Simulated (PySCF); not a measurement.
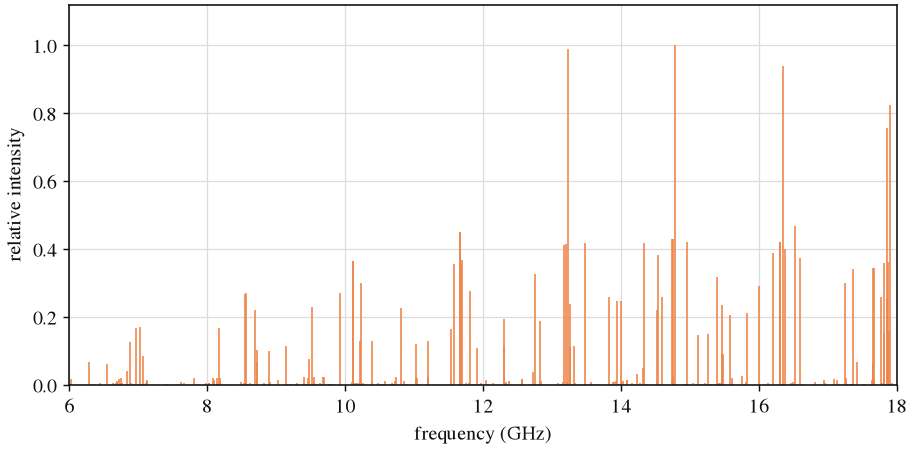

Simulated rotational absorption lines between 6 and 18 GHz at 2 K: rigid rotor with the equilibrium constants and dipole of one optimised conformer (PBE0-D3(BJ)/def2-SVP, PySCF 2.14.0), commonest isotopes; no centrifugal distortion, hyperfine structure, internal rotation or nuclear-spin weights; lines within 1 MHz of each other are summed.

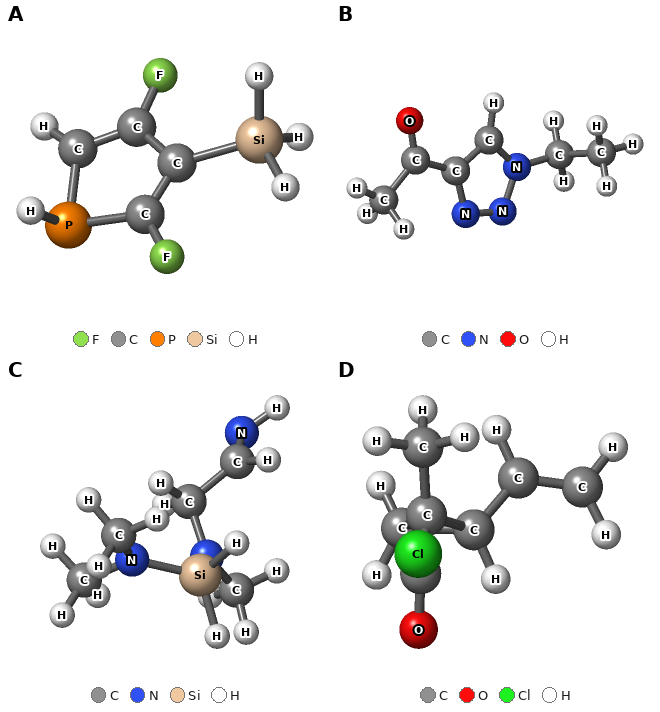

Which molecule gives this spectrum? Choose among the lettered structures.

Structure A, C₄H₅F₂PSi, SMILES Fc1c[pH]c(F)c1[SiH3]. Rotational constants A, B, C = 1.841, 1.317, 0.7796 GHz, |μa|, |μb|, |μc| = 0.85, 0.13, 0.59 D.

Caveats: coarse grid, loose stop and no frequency check, small forces are noise and the end may be a saddle.
